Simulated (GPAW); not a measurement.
# Near-edge structure at the Al K edge of Al2Pd (Fm-3m)

Aim: the near-edge shape at the Al K edge of Al2Pd (Fm-3m), and what the core hole does to it.

Main program and level: GPAW 26.7.0; X-ray absorption from dipole matrix elements to empty bands, plane-wave PAW LDA.

## 1. The structure

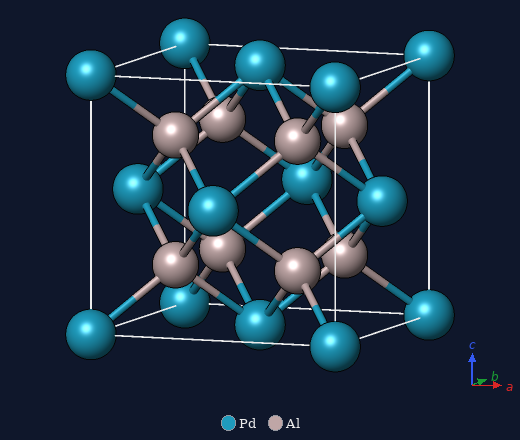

The cell as given, slightly off an axis (palladium blue, aluminium light grey). This picture shows the conventional cell, with its axes. Some periodic images of atoms are drawn too.

## 2. Ground state of the crystal

A plain self-consistent run shows whether there is a gap, which decides the set-up of the core-hole run.

scf.py

```python
import numpy as np
from ase import Atoms
from ase.parallel import parprint, paropen
from gpaw import GPAW, PW, FermiDirac, Mixer, MixerDif, setup_paths
from gpaw.test import gen
setup_paths.insert(0, '.')
gen('Al', name='nch1s', xcname='LDA', corehole=(1, 0, 0), write_xml=True)
from gpaw.mpi import world
world.barrier()

atoms = Atoms('PdAl2',
    cell=[[0, 2.94953557, 2.94953557],
     [2.94953557, 0, 2.94953557],
     [2.94953557, 2.94953557, 0]],
    scaled_positions=[[0, 0, 0],
     [0.75, 0.75, 0.75],
     [0.25, 0.25, 0.25]],
    pbc=True)
atoms.calc = calc = GPAW(legacy_gpaw=True, mode=PW(430), xc='LDA', setups={1: 'nch1s'},
    kpts={'size': (7, 7, 7), 'gamma': True}, occupations=FermiDirac(0.05),
    charge=0, mixer=Mixer(0.1, 5, 50), maxiter=150,
    convergence={'density': 0.0001}, txt='scf.txt')
energy = atoms.get_potential_energy() + calc.get_reference_energy()
ef = calc.get_fermi_level()
out = dict(energy=energy, fermi=ef, forces=atoms.get_forces().tolist())
parprint(f'all-electron energy {energy:.4f} eV, Fermi level {ef:.4f} eV')
ev = np.array([[calc.get_eigenvalues(k, s) for k in range(len(calc.get_ibz_k_points()))] for s in range(calc.get_number_of_spins())])
out['homo'], out['lumo'], out['counts'] = ev[ev < ef].max(), ev[ev > ef].min(), sorted(set((ev < ef).sum((0, 2)).tolist()))
out['filled'] = (ev[:, 0] < ef).sum(1).tolist()
import json
with paropen('out.json', 'w') as f:
    json.dump(out, f)
```

On the command line:

```
$ OMP_NUM_THREADS=1 mpirun -n 4 gpaw python scf.py
```

Numbers of over 12 decimals in the logs are rounded to 6 here.

The log of the run:

```text
Input parameters:
  convergence: {density: 0.0001}
  kpts: {gamma: True,
         size: (7, 7, 7)}
  maxiter: 150
  mixer: {backend: pulay,
          beta: 0.1,
          method: separate,
          nmaxold: 5,
          weight: 50}
  mode: {ecut: 430.0,
         name: pw}
  occupations: {fixmagmom: False,
                name: fermi-dirac,
                width: 0.05}
  setups: {1: nch1s}

Initialize ...

[... PAW data sets ...]

Reference energy: -150254.920719  # eV

Spin-paired calculation

[... convergence settings ...]
Symmetries present (total): 24
  [... symmetry matrices ...]

343 k-points: 7 x 7 x 7 Monkhorst-Pack grid
20 k-points in the irreducible part of the Brillouin zone
       k-points in crystal coordinates                weights
   0:     0.00000000    0.00000000    0.00000000          1/343
   1:     0.14285714    0.14285714    0.00000000          6/343
   2:     0.14285714    0.14285714    0.14285714          8/343
   3:     0.28571429    0.14285714    0.14285714         12/343
   4:     0.28571429    0.28571429    0.00000000          6/343
   5:     0.28571429    0.28571429    0.14285714         24/343
   6:     0.28571429    0.28571429    0.28571429          8/343
   7:     0.42857143   -0.28571429   -0.28571429         12/343
   8:     0.42857143    0.28571429   -0.42857143         48/343
   9:     0.42857143    0.28571429   -0.28571429         24/343
          ...
  19:     0.42857143    0.42857143    0.42857143          8/343

Wave functions: Plane wave expansion
  Cutoff energy: 430.000 eV
  Number of coefficients (min, max): 1010, 1051
  Pulay-stress correction: 0.000000 eV/Ang^3 (de/decut=0.000000)
  Using FFTW library
  Wavefunction extrapolation:
    Improved wavefunction reuse through dual PAW basis

Occupation numbers: Fermi-Dirac:
  width: 0.0500  # eV

Eigensolver
   Davidson(niter=2)

Densities:
  Coarse grid: 20*20*20 grid
  Fine grid: 40*40*40 grid
  Total Charge: 0.000000

Density mixing:
  Method: separate
  Backend: pulay
  Linear mixing parameter: 0.1
  old densities: 5
  Width of damping distribution: 1.1
  Damping of long wavelength oscillations: 50

[... Hamiltonian set-up ...]
Number of atoms: 3
Number of atomic orbitals: 20
Number of bands in calculation: 18
Number of valence electrons: 22
Bands to converge: occupied

... initialized

Initializing position-dependent things.

Density initialized from atomic densities
Creating initial wave functions:
  18 bands from LCAO basis set

                     Al

            Al

       Pd

Atomic positions and initial magnetic moments

Positions:
   0 Pd     0.000000    0.000000    0.000000    ( 0.0000,  0.0000,  0.0000)
   1 Al     4.424303    4.424303    4.424303    ( 0.0000,  0.0000,  0.0000)
   2 Al     1.474768    1.474768    1.474768    ( 0.0000,  0.0000,  0.0000)

Unit cell:
           periodic     x           y           z      points  spacing
  1. axis:    yes    0.000000    2.949536    2.949536    20     0.1703
  2. axis:    yes    2.949536    0.000000    2.949536    20     0.1703
  3. axis:    yes    2.949536    2.949536    0.000000    20     0.1703

  Lengths:   4.171273   4.171273   4.171273
  Angles:   60.000000  60.000000  60.000000

Effective grid spacing dv^(1/3) = 0.1858

iter:   1   -18.898354
iter:   2   -16.548291   -1.15  -0.99
iter:   3   -15.578615   -0.56  -1.13
iter:   4   -15.529608   -2.37  -1.37
iter:   5   -15.484339   -2.64  -1.49
iter:   6   -15.482497   -2.01  -2.02
iter:   7   -15.479482c  -3.60  -2.34
iter:   8   -15.468589   -2.91  -2.33
iter:   9   -15.468758c  -4.44  -3.16
iter:  10   -15.468726c  -3.89  -3.09
iter:  11   -15.468618c  -5.36  -3.29
iter:  12   -15.468750c  -5.13  -3.30
iter:  13   -15.468865c  -5.30  -3.25
iter:  14   -15.468638c  -4.67  -3.11
iter:  15   -15.468711c  -5.18  -3.66
iter:  16   -15.468615c  -4.74  -3.27
iter:  17   -15.468587c  -6.19  -3.84
iter:  18   -15.468583c  -6.38  -3.89
iter:  19   -15.468583c  -7.20  -4.48c
iter:  20   -15.468583c  -7.62c -4.53c

Converged after 20 iterations.

Dipole moment: (0.000000, 0.000000, 0.000000) |e|*Ang

Energy contributions relative to reference atoms: (reference = -150254.920719)

Kinetic:         +3.506557
Potential:       -5.815195
External:        +0.000000
XC:             -13.084781
Entropy (-ST):   -0.021126
Local:           -0.064602
SIC:             +0.000000
--------------------------
Free energy:    -15.479146
Extrapolated:   -15.468583

Showing only first 2 kpts
 Kpt  Band  Eigenvalues  Occupancy
  0     9      9.83063    0.00000
  0    10     10.83215    0.00000
  0    11     10.83215    0.00000
  0    12     10.83215    0.00000

  1     9      8.72641    0.00000
  1    10      8.72641    0.00000
  1    11      9.42381    0.00000
  1    12      9.55447    0.00000

Fermi level: 6.73451

No gap
No difference between direct/indirect transitions

Forces in eV/Ang:
  0 Pd   -0.00000   -0.00000    0.00000
  1 Al    0.00000    0.00000    0.00000
  2 Al    0.00000   -0.00000    0.00000
Scalar-relativistic atomic LDA calculation for Al (Aluminium, Z=13)
Core hole in 1s state (1s occupation: 2.0)
450 radial gridpoints.
|------------------------------------------------|
|------------------------------------------------|
[... the atom generator's iteration count ...]

Energy contributions:
-------------------------
Kinetic:     +241.907748
XC:           -17.475820
Potential:   -466.184455
-------------------------
Total:       -241.752526

state      eigenvalue         ekin         rmax
-----------------------------------------------
1s^2.0 :   -55.275624    79.068605        0.079
2s^2.0 :    -3.950529    10.716381        0.498
2p^6.0 :    -2.562254     9.904148        0.428
3s^2.0 :    -0.287726     1.129441        2.062
3p^1.0 :    -0.102289     0.654006        2.636
-----------------------------------------------
(units: Bohr and Hartree)

Generating PAW setup
Kinetic energy of the core from tauc = 239.438228
Cutoffs:
rc(s)=2.050
rc(p)=2.050
rc(d)=2.050
rc(vbar)=1.845
rc(comp)=2.050
rc(nct)=2.050

Kinetic energy of the core states: 238.994859
Charge: 0.0
Core electrons: 10.0
Valence electrons: 3.0
Pseudo-core charge: 0.393537
Shape function alpha=2.380
Pseudo-electron charge 3.499916
state    eigenvalue         norm
--------------------------------
3s(2) :    -0.287726     1.053448
*s    :     0.712274
3p(1) :    -0.102289     0.999482
*p    :     0.897711
*d    :     0.000000
--------------------------------

Diagonalizing with gridspacing h=0.050

state   all-electron     PAW
-------------------------------
3s:      -0.287726    -0.287811
3p:      -0.102289    -0.102345
*d:                    0.027274
*f:                    0.064816
-------------------------------
all-electron energy -150270.3893 eV, Fermi level 6.7345 eV
```

It took 7.5 s on 4 MPI ranks of Arm Neoverse N1, shared host; peak memory 0.17 GiB; 29 s of CPU time.

The mesh shows no gap, so the system is treated as a metal and the core electron is put at the Fermi level (neutral cell).

## 3. Spectrum without a core hole, Al atom 2

This cheap baseline ignores the attraction of the hole: it shows the absorber's empty states as they are in the ground state. The data set with a hole of occupation 0 only carries the core orbital.

The absorber has 4 Pd at 2.55 Å and 6 Al at 2.95 Å (10-fold, site symmetry -43m).

xas.py

```python
import numpy as np
from ase import Atoms
from ase.parallel import parprint, paropen
from gpaw import GPAW, PW, FermiDirac, Mixer, MixerDif, setup_paths
from gpaw.test import gen
setup_paths.insert(0, '.')
gen('Al', name='nch1s', xcname='LDA', corehole=(1, 0, 0), write_xml=True)
from gpaw.mpi import world
world.barrier()

atoms = Atoms('PdAl2',
    cell=[[0, 2.94953557, 2.94953557],
     [2.94953557, 0, 2.94953557],
     [2.94953557, 2.94953557, 0]],
    scaled_positions=[[0, 0, 0],
     [0.75, 0.75, 0.75],
     [0.25, 0.25, 0.25]],
    pbc=True)
atoms.calc = calc = GPAW(legacy_gpaw=True, mode=PW(430), xc='LDA', setups={1: 'nch1s'},
    kpts={'size': (10, 10, 10), 'gamma': True}, occupations=FermiDirac(0.1),
    charge=0, mixer=Mixer(0.1, 5, 50), maxiter=150,
    convergence={'density': 0.0001}, txt='scf.txt')
energy = atoms.get_potential_energy() + calc.get_reference_energy()
ef = calc.get_fermi_level()
out = dict(energy=energy, fermi=ef, forces=atoms.get_forces().tolist())
parprint(f'all-electron energy {energy:.4f} eV, Fermi level {ef:.4f} eV')
ev = np.array([[calc.get_eigenvalues(k, s) for k in range(len(calc.get_ibz_k_points()))] for s in range(calc.get_number_of_spins())])
out['homo'], out['lumo'], out['counts'] = ev[ev < ef].max(), ev[ev > ef].min(), sorted(set((ev < ef).sum((0, 2)).tolist()))
out['filled'] = (ev[:, 0] < ef).sum(1).tolist()

from ase.units import Ha
from gpaw.xas import dipole_matrix_elements
nb = int(calc.get_number_of_electrons() / 2) + 39
top = nb
nscf = calc.fixed_density(kpts={'size': (6, 6, 6), 'gamma': True},
    convergence={'eigenstates': 1.0}, txt='nscf.txt')
nscf.diagonalize_full_hamiltonian(nbands=nb)
cell = atoms.cell.array
ops = [cell.T @ U.T @ np.linalg.inv(cell.T) for U in nscf.wfs.kd.symmetry.op_scc]
E = np.arange(-25, 34, 0.1)
fwhm = np.interp(E, [4, 25], [0.9, 3.5])
Y, X, zero, highest = 0, 0, 1e9, 1e9
for spin in range(nscf.get_number_of_spins()):
    wfs = nscf.wfs
    A = dipole_matrix_elements(wfs.setups[1])
    eps = np.zeros((wfs.kd.nibzkpts, nb))
    d = np.zeros((3, A.shape[1], wfs.kd.nibzkpts, nb), complex)
    for kpt in wfs.kpt_u:
        if kpt.s == spin and 1 in kpt.P_ani:
            eps[kpt.k] = kpt.eps_n * Ha
            d[:, :, kpt.k] = (kpt.weight * wfs.nspins / 2) ** 0.5 * np.inner(A, kpt.P_ani[1])
    world.sum(eps)
    world.sum(d)
    T = np.einsum('amkn,bmkn->abkn', d, d.conj()).real
    T = sum(np.einsum('ai,ijkn,bj->abkn', R, T, R) for R in ops) / len(ops)
    empty = eps > ef
    zero, highest = min(zero, eps[empty].min()), min(highest, eps[:, top - 1].min())
    lines = [(eps, T, empty)] if spin == 0 else lines + [(eps, T, empty)]
for eps, T, empty in lines:
    f = np.einsum('aakn->akn', T).reshape(3, -1)
    x = eps.ravel() - zero
    w = np.interp(x, E, fwhm) / 2.35482
    g = np.exp(-0.5 * ((E[:, None] - x) / w) ** 2) / (w * (2 * np.pi) ** 0.5)
    Y = Y + (f * empty.ravel()) @ g.T
    X = X + (f * ~empty.ravel()) @ g.T
out.update(E=E.round(2).tolist(), xas=Y.tolist(), xes=X.tolist(), zero=zero, valid=highest - zero, nk=len(eps), nb=nb)
for i in range(0, len(E), 10):
    parprint(f'{E[i]:7.2f}', *(f'{v:10.3e}' for v in Y[:, i]))
import json
with paropen('out.json', 'w') as f:
    json.dump(out, f)
```

On the command line:

```
$ OMP_NUM_THREADS=1 mpirun -n 4 gpaw python xas.py
```

The log of the run:

```text
Input parameters:
  convergence: {density: 0.0001}
  kpts: {gamma: True,
         size: (10, 10, 10)}
  maxiter: 150
  mixer: {backend: pulay,
          beta: 0.1,
          method: separate,
          nmaxold: 5,
          weight: 50}
  mode: {ecut: 430.0,
         name: pw}
  occupations: {fixmagmom: False,
                name: fermi-dirac,
                width: 0.1}
  setups: {1: nch1s}

Initialize ...

[...]
*p    :     0.897711
*d    :     0.000000
--------------------------------

Diagonalizing with gridspacing h=0.050

state   all-electron     PAW
-------------------------------
3s:      -0.287726    -0.287811
3p:      -0.102289    -0.102345
*d:                    0.027274
*f:                    0.064816
-------------------------------
all-electron energy -150270.4186 eV, Fermi level 6.7756 eV
[...]
32.00  8.106e-06  8.106e-06  8.106e-06
  33.00  8.235e-06  8.235e-06  8.235e-06
[key lines of the parts left out:]
Converged after 22 iterations.
Dipole moment: (0.000000, 0.000000, 0.000000) |e|*Ang
Free energy:    -15.515606
Fermi level: 6.77558
```

Run time: 32 s. Hardware: 4 MPI ranks; peak memory 0.32 GiB.

The Al K spectrum, Al atom 2, no core hole (energy from the lowest empty level; intensity scaled to a mean of 1 over the first 20 eV):

| E (eV) | intensity |
| --- | --- |
| -2.0 | 0.00 |
| -0.5 | 0.08 |
| 1.0 | 0.60 |
| 2.5 | 0.31 |
| 4.0 | 0.68 |
| 5.5 | 1.12 |
| 7.0 | 1.46 |
| 8.5 | 1.26 |
| 10.0 | 1.29 |
| 11.5 | 1.00 |
| 13.0 | 1.02 |
| 14.5 | 1.19 |
| 16.0 | 1.13 |
| 17.5 | 1.05 |
| 19.0 | 0.93 |
| 20.5 | 0.77 |
| 22.0 | 0.66 |
| 23.5 | 0.53 |
| 25.0 | 0.50 |
| 26.5 | 0.61 |
| 28.0 | 0.81 |
| 29.5 | 0.98 |
| 31.0 | 1.02 |

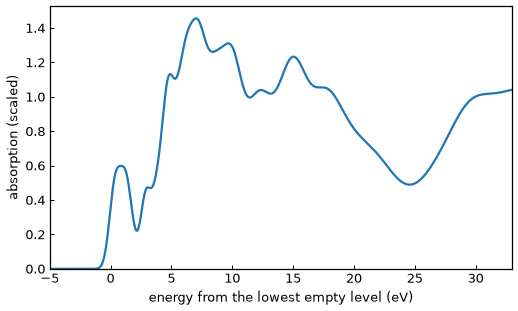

The Al K edge, Al atom 2, no core hole: main maxima at 7.0, 9.7 and 15.0 eV.

Main maxima below 24 eV (height): 0.9 eV (0.60), 4.9 eV (1.13), 7.0 eV (1.46), 9.7 eV (1.31) and 15.0 eV (1.23). A K edge sees empty p states on the absorber.

The same matrix elements for filled bands give the Al K emission of Al atom 2 (ground-state approximation; energy from the lowest empty level, largest value 1):

```csv
E (eV),emission
-24.0,0.00
-22.5,0.00
-21.0,0.00
-19.5,0.00
-18.0,0.00
-16.5,0.00
-15.0,0.00
-13.5,0.00
-12.0,0.00
-10.5,0.00
-9.0,0.01
-7.5,0.11
-6.0,0.21
-4.5,0.99
-3.0,0.45
-1.5,0.69
0.0,0.52
1.5,0.00
3.0,0.00
```

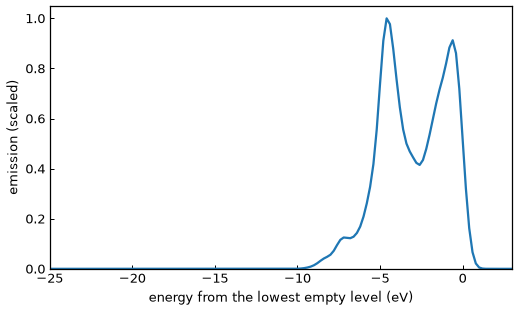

X-ray emission from the filled bands.

Emission maxima: -4.6 eV (1.00) and -0.6 eV (0.91).

## 4. Supercell without a hole, the energy reference

The photon energy needs a difference of total energies, so the cell and mesh of the coming hole run are first run without a hole.

scf.py: that of step 2 with these lines changed.

```diff
@@ -10,12 +10,27 @@
 
-atoms = Atoms('PdAl2',
-    cell=[[0, 2.94953557, 2.94953557],
-     [2.94953557, 0, 2.94953557],
-     [2.94953557, 2.94953557, 0]],
+atoms = Atoms('Pd6Al12',
+    cell=[[2.94953557, -5.89907114, -2.94953557],
+     [-5.89907114, 2.94953557, -2.94953557],
+     [2.94953557, 5.89907114, -2.94953557]],
     scaled_positions=[[0, 0, 0],
-     [0.75, 0.75, 0.75],
-     [0.25, 0.25, 0.25]],
+     [0.66666667, 0.33333333, 0],
+     [0.33333333, 0.66666667, 0],
+     [0.5, 0, 0.5],
+     [0.16666667, 0.33333333, 0.5],
+     [0.83333333, 0.66666667, 0.5],
+     [0.125, 0, 0.375],
+     [0.79166667, 0.33333333, 0.375],
+     [0.45833333, 0.66666667, 0.375],
+     [0.625, 0, 0.875],
+     [0.29166667, 0.33333333, 0.875],
+     [0.95833333, 0.66666667, 0.875],
+     [0.70833333, 0.66666667, 0.125],
+     [0.375, 0, 0.125],
+     [0.04166667, 0.33333333, 0.125],
+     [0.20833333, 0.66666667, 0.625],
+     [0.875, 0, 0.625],
+     [0.54166667, 0.33333333, 0.625]],
     pbc=True)
-atoms.calc = calc = GPAW(legacy_gpaw=True, mode=PW(430), xc='LDA', setups={1: 'nch1s'},
-    kpts={'size': (7, 7, 7), 'gamma': True}, occupations=FermiDirac(0.05),
+atoms.calc = calc = GPAW(legacy_gpaw=True, mode=PW(430), xc='LDA', setups={6: 'nch1s'},
+    kpts={'size': (3, 3, 3), 'gamma': True}, occupations=FermiDirac(0.1),
     charge=0, mixer=Mixer(0.1, 5, 50), maxiter=150,
```

On the command line:

```
$ OMP_NUM_THREADS=1 mpirun -n 4 gpaw python scf.py
```

The log of the run:

```text
Input parameters:
  convergence: {density: 0.0001}
  kpts: {gamma: True,
         size: (3, 3, 3)}
  maxiter: 150
  mixer: {backend: pulay,
          beta: 0.1,
          method: separate,
          nmaxold: 5,
          weight: 50}
  mode: {ecut: 430.0,
         name: pw}
  occupations: {fixmagmom: False,
                name: fermi-dirac,
                width: 0.1}
  setups: {6: nch1s}

Initialize ...

[...]
3s(2) :    -0.287726     1.053448
*s    :     0.712274
3p(1) :    -0.102289     0.999482
*p    :     0.897711
*d    :     0.000000
--------------------------------

Diagonalizing with gridspacing h=0.050

state   all-electron     PAW
-------------------------------
3s:      -0.287726    -0.287811
3p:      -0.102289    -0.102345
*d:                    0.027274
*f:                    0.064816
-------------------------------
all-electron energy -901622.4546 eV, Fermi level 6.7072 eV
[key lines of the parts left out:]
Converged after 24 iterations.
Dipole moment: (-0.000000, 0.000000, 0.000000) |e|*Ang
Free energy:    -93.048426
Fermi level: 6.70722
```

Run time: 2.1 min. Hardware: 4 MPI ranks; peak memory 0.28 GiB; 8.5 min of CPU time.

Reference energy: -901622.455 eV with the cores included.

(Continued in part 2 of 3.)

[Banner, clock and machine lines of the logs are left out without a mark of their own.]

[Logs are printed without paths, hosts, clocks, repeated set-up lines and the standing remarks that a program may print on its own settings, such as how far it seeks lower states.]

[Hosts, paths, dates, database ids (printed as entryN), source tags and the programs' standing remarks are cut or masked in the printed files.]

[Lists of maxima count a maximum above −3 eV only where it reaches 4 % of the highest in the window and stands out from its surroundings by 2 % of it (1.5 % where it reaches 55 %); shoulders and weaker maxima are passed over, and of the rest the first, up to two pre-edge ones and the few strongest are named.]
